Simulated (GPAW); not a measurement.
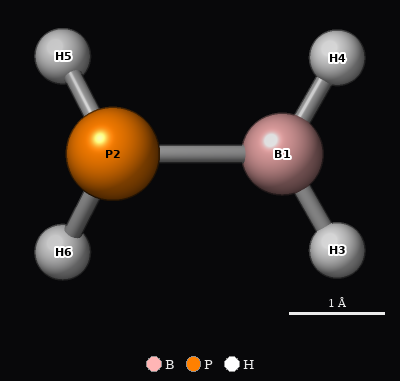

Figure 1. The input geometry (ball-and-stick view, seen on its broad side; atoms are numbered from 1 in the order of the input). Bond lengths as drawn: B–H 1.17 Å, B–P 1.84 Å and H–P 1.38 Å.

# BPH4: property calculation

The run: property calculation of BPH4, SMILES BP. Method and program: PBE/real-space grid, scalar-relativistic datasets (GPAW 26.7.0).

The geometry comes from this level: GFN2-xTB.

## Log
```
__  _  _
 | _ |_)|_||  |
 |__||  | ||/\| - 26.7.0

units:  Angstrom and eV
cores:  1
OpenMP: False

Versions:
  Python: 3.12.14
  ASE:    3.29.0
  Numpy:  2.5.5
  Scipy:  1.18.1
  Libxc:  7.0.0

        _gpaw.cpython-312-aarch64-linux-gnu.so

Input parameters:
  mode=FD(),
  h=0.18,
  maxiter=150,
  xc=XC(name='PBE')

Diagonalizing LCAO Hamiltonian
Converting LCAO to fd mode
        .----------------------------.
       /|                            |
      / |                            |
     /  |                            |
    /   |                            |
   /    |                            |
  /     |                            |
 *      |                            |
 |      |       H                    |
 |      |      H B    P              |
 |      |              H             |
 |      |             H              |
 |      .----------------------------.
 |     /                            /
 |    /                            /
 |   /                            /
 |  /                            /
 | /                            /
 |/                            /
 *----------------------------*

Atoms  # Å, Bohr magnetons
|   | symbol |        x |        y |        z |    initial magnetic moments |
|---|--------|----------|----------|----------|-----------------------------|
| 0 |      B | 5.075707 | 5.597352 | 5.435778 | ( 0.0000,  0.0000,  0.0000) |
| 1 |      P | 6.916763 | 5.597352 | 5.435778 | ( 0.0000,  0.0000,  0.0000) |
| 2 |      H | 4.500108 | 6.614716 | 5.435778 | ( 0.0000,  0.0000,  0.0000) |
| 3 |      H | 4.500000 | 4.593300 | 5.600379 | ( 0.0000,  0.0000,  0.0000) |
| 4 |      H | 7.243021 | 4.500000 | 4.668328 | ( 0.0000,  0.0000,  0.0000) |
| 5 |      H | 7.243235 | 6.555180 | 4.500000 | ( 0.0000,  0.0000,  0.0000) |

Unit cell  # Å
| periodic |         x |         y |         z |   lengths |    angles |
|----------|-----------|-----------|-----------|-----------|-----------|
|       no | 11.743235 |  0.000000 |  0.000000 | 11.743235 | 90.000000 |
|       no |  0.000000 | 11.114716 |  0.000000 | 11.114716 | 90.000000 |
|       no |  0.000000 |  0.000000 | 10.100379 | 10.100379 | 90.000000 |

Number of symmetries: 1
Symmetry operations  # r_c * U_cc + t_c -> r_c
|   | kind |            matrix            |
|---|------|------------------------------|
| 0 |  E   |  1, 0, 0,  0, 1, 0,  0, 0, 1 |

BZ-sampling:
  Number of BZ points: 1
  Number of IBZ points: 1

  Monkhorst-Pack size: [1, 1, 1]
  Monkhorst-Pack shift: [0, 0, 0]

K-points  # in reciprocal-cell coordinates
|   |                                coordinates |     weight |
|---|--------------------------------------------|------------|
| 0 | (  0.00000000,   0.00000000,   0.00000000) | 1.00000000 |

Uniform wave function grid shape: (np.int64(63), np.int64(59), np.int64(55))
Spin-components: 1 (collinear spins)
Bands:           12
Projectors:      22
Spin-degeneracy: 2
Datatype:        float64

  Storage: CPU
  Wave functions: 19_625_760 bytes (19_625_760 per core)

Parallelization:
  kpt:    1
  domain: 1
  band:   1

Density:
  Valence electrons: 12.0
  Components: 1
  Grid points: [64 60 56]
  Charge: 0.0  # |e|

Potential:
  Grid points: [64 60 56]

species:
  B:
    name:    Boron
    Z:       5.0
    valence: 3
    core:    2
    charge:  0.0  # [|e|]
    file:    B.PBE.gz
    compensation charges:
      type: gauss
      rc: 0.20  # [Å]
      lmax: 2
    cutoffs:
      filter: 1.14  # [Å]
      core: 1.38  # [Å]
    projectors
    | kind |    occ | energy [eV] | rcut [Å] |
    |------|--------|-------------|----------|
    |   2s |  2.000 |      -9.443 |    0.635 |
    |   2p |  1.000 |      -3.606 |    0.635 |
    |    s |        |      17.768 |    0.635 |
    |    p |        |      23.605 |    0.635 |
    |    d |        |       0.000 |    0.635 |

    Using partial waves for B as LCAO basis

  P:
    name:    Phosphorus
    Z:       15.0
    valence: 5
    core:    10
    charge:  0.0  # [|e|]
    file:    P.PBE.gz
    compensation charges:
      type: gauss
      rc: 0.30  # [Å]
      lmax: 2
    cutoffs:
      filter: 1.69  # [Å]
      core: 1.81  # [Å]
    projectors
    | kind |    occ | energy [eV] | rcut [Å] |
    |------|--------|-------------|----------|
    |   3s |  2.000 |     -13.968 |    0.953 |
    |   3p |  3.000 |      -5.506 |    0.953 |
    |    s |        |      13.244 |    0.953 |
    |    p |        |      21.705 |    0.953 |
    |    d |        |       0.000 |    0.953 |

    Using partial waves for P as LCAO basis

  H:
    name:    Hydrogen
    Z:       1.0
    valence: 1
    core:    0
    charge:  0.0  # [|e|]
    file:    H.PBE.gz
    compensation charges:
      type: gauss
      rc: 0.15  # [Å]
      lmax: 2
    cutoffs:
      filter: 0.85  # [Å]
      core: 0.53  # [Å]
    projectors
    | kind |    occ | energy [eV] | rcut [Å] |
    |------|--------|-------------|----------|
    |   1s |  1.000 |      -6.494 |    0.476 |
    |    s |        |      20.717 |    0.476 |
    |    p |        |       0.000 |    0.476 |

    Using partial waves for H as LCAO basis

Reference energy: -10022.363875  # eV

eigensolver:
  PPCG
  Converge bands: occupied
  niter=2

density mixing:
  MSR1-Mixer
  Pratt-step length: 0.05
  Maximum mixing coefficient: 0.75
  Old densities: 10
  SVD Regularization: 0.005
  Good broyden scale: 1.0
  Trust region scale: 1.0
  Backstep threshold: 4.0
  History deletion threshold: 6.0
  Fourier metric: weight=20.0, sigma=0.015

occupation numbers:
  # Zero width

FastPoissonSolver using
    Stencil: 6*3+1=19 point O(h^6) finite-difference Laplacian
    FFT axes: []
    FST axes: [np.int64(2), np.int64(1), np.int64(0)]

xc functional:
  name: PBE with 2 nearest neighbor stencil
interpolation: tri-quintic # 5. degree polynomial

Initialization done in: 1.425 s

convergence criteria:
- Maximum [total energy] change in last 3 cyles: 0.0005 eV / valence electron
- Maximum integral of absolute [dens]ity change: 0.0001 electrons / valence electron
- Maximum integral of absolute [eigenst]ate change: 4e-08 eV^2 / valence electron
maximum number of iterations: 150

SCF iterations
|iter     |     time |      energy | eigst |  dens |
|---------|----------|-------------|-------|-------|
|iter:   1| 00:00:01 |  -26.997215 | +1.26 |       |
|iter:   2| 00:00:02 |  -26.754648 | +0.14 | -0.57 |
|iter:   3| 00:00:03 |  -24.962794 | +0.43 | -0.60 |
|iter:   4| 00:00:04 |  -24.885042 | +0.36 | -1.13 |
|iter:   5| 00:00:05 |  -24.835013 | -0.79 | -1.37 |
|iter:   6| 00:00:06 |  -24.841650 | -1.46 | -1.72 |
|iter:   7| 00:00:07 |  -24.842259 | -2.53 | -2.19 |
|iter:   8| 00:00:08 |  -24.842288c| -3.42 | -2.88 |
|iter:   9| 00:00:09 |  -24.842292c| -4.21 | -3.40 |
|iter:  10| 00:00:10 |  -24.842292c| -5.04 | -4.09c|
|iter:  11| 00:00:11 |  -24.842293c| -5.72 | -4.45c|
|iter:  12| 00:00:12 |  -24.842293c| -6.38 | -5.06c|
|iter:  13| 00:00:13 |  -24.842293c| -7.04 | -5.36c|
|iter:  14| 00:00:14 |  -24.842293c| -7.49c| -5.99c|

Converged in 14 steps
SCF loop duration: 12.611 s (0.901 s/step)
Energy contributions relative to reference atoms: (reference = -10022.363875)

Energy contributions:
  Kinetic:          31.890226
  Coulomb:         -33.568858
  Zero:             -0.030843
  External:          0.000000
  Xc:              -23.132818
  Entropy:           0.000000
  Spinorbit:         0.000000
  ----------------------------
  Free energy:     -24.842293
  Extrapolated:    -24.842293

dipole moment: (0.086942, -0.010578, -0.129955)  # |e|*Ang

Fermi level: -4.689
Eigenvalues  # (at kpt = [0.000, 0.000, 0.000])
| band index |      eig [eV] | occ [0-2] |
|------------|---------------|-----------|
|          0 |       -16.411 |     2.000 |
|          1 |       -12.124 |     2.000 |
|          2 |       -10.172 |     2.000 |
|          3 |        -8.576 |     2.000 |
|          4 |        -8.299 |     2.000 |
|          5 |        -6.606 |     2.000 |
|          6 |        -2.771 |     0.000 |
|          7 |        -0.345 |     0.000 |
|          8 |        -0.227 |     0.000 |
|          9 |         0.312 |     0.000 |
|         10 |         0.847 |     0.000 |
|         11 |         1.232 |     0.000 |

Gap: 3.835 eV
Transition (v -> c):
  (s=0, k=0, n=5, [0.00, 0.00, 0.00]) -> (s=0, k=0, n=6, [0.00, 0.00, 0.00])
No difference between direct/indirect transitions
vacuum-level: 0.000  # V
Energy = -24.84229 eV

Forces  # eV/Ang
|        x |        y |        z |
|----------|----------|----------|
|  0.27597 | -0.01829 | -0.06653 |  # B    0
| -0.06556 |  0.07249 |  0.85984 |  # P    1
| -0.35029 |  0.63715 |  0.00354 |  # H    2
| -0.34978 | -0.63246 |  0.11458 |  # H    3
|  0.25445 | -0.91553 | -0.38634 |  # H    4
|  0.25343 |  0.83495 | -0.53839 |  # H    5

Force computation time: 0.041  # s
Forces (eV/Ang)
B     0.2760   -0.0183   -0.0665
P    -0.0656    0.0725    0.8598
H    -0.3503    0.6372    0.0035
H    -0.3498   -0.6325    0.1146
H     0.2545   -0.9155   -0.3863
H     0.2534    0.8350   -0.5384
Dipole                  0.753 D
HOMO: -6.606 eV
LUMO                    -2.771 eV
Gap: 3.835 eV
```

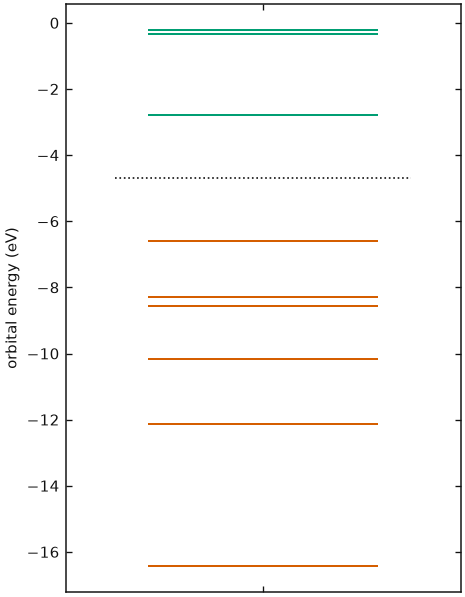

Figure 2. Orbital energies near the frontier; the dotted line parts filled from empty levels, and levels within 0.02 eV of each other stand side by side. Highest filled −6.61 eV, lowest empty −2.77 eV, 3.84 eV apart.

This output came from the following input.

## Input (calc.py)
```python
import numpy as np
from ase.io.zmatrix import parse_zmatrix
from ase.units import Debye
from gpaw import GPAW

# Atomic positions
system = parse_zmatrix("""
B
P 1 1.841056
H 1 1.168908 2 119.5001
H 1 1.169039 3 120.3327 2 170.61125
H 2 1.378261 1 103.69284 3 -145.03239
H 2 1.378296 5 96.84472 1 -105.94952
""")
system.center(vacuum=4.5)

# DFT calculator
gpaw_calc = GPAW(mode='fd', xc='PBE', h=0.18, maxiter=150, txt='-')
system.calc = gpaw_calc

energy = system.get_potential_energy()
print(f'Energy = {energy:.5f} eV')
forces = system.get_forces()
print('Forces (eV/Ang)')
for symbol, f in zip(system.symbols, forces):
    print(f'{symbol:2} {f[0]:9.4f} {f[1]:9.4f} {f[2]:9.4f}')
dipole = system.get_dipole_moment() / Debye
print(f'Dipole                  {np.linalg.norm(dipole):.3f} D')
homo, lumo = gpaw_calc.get_homo_lumo()
print(f'HOMO: {homo:.3f} eV')
print(f'LUMO                    {lumo:.3f} eV')
print(f'Gap: {lumo - homo:.3f} eV')
```

Run as:
```bash
OMP_NUM_THREADS=1 python calc.py
```

## Summary

```json
{"quantity": "outcome", "value": "converged"}
{"quantity": "energy relative to the program's reference atoms", "value": "−24.8423 eV"}
{"quantity": "largest force", "value": "1.026 eV/Å"}
{"quantity": "HOMO", "value": "−6.61 eV"}
{"quantity": "LUMO", "value": "−2.77 eV"}
{"quantity": "dipole moment", "value": "0.75 D"}
{"quantity": "hardware", "value": "1 thread of Arm Neoverse V2, 24 GiB of memory available, shared host"}
{"quantity": "wall time", "value": "15 s"}
{"quantity": "peak memory", "value": "0.52 GiB"}
```
